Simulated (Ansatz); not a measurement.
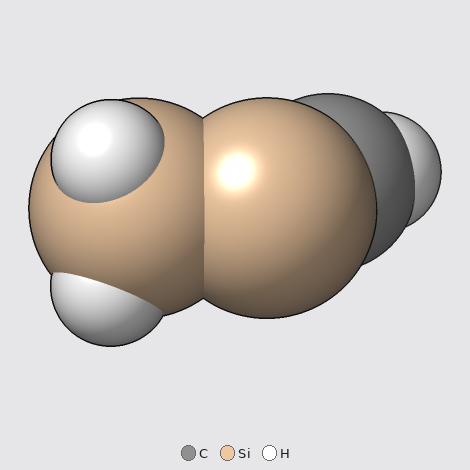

The species is neutral and a spin doublet. Computed geometry: PBE0-D4/def2-TZVP optimisation. No frequency run is at hand to confirm it as a minimum.

Give the structural formula.

SMILES: C#[Si][SiH2]

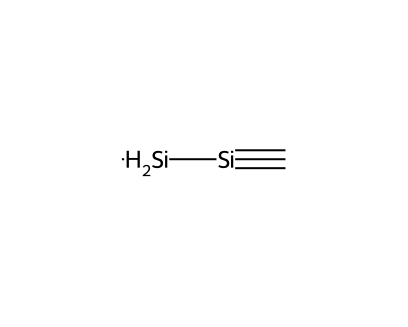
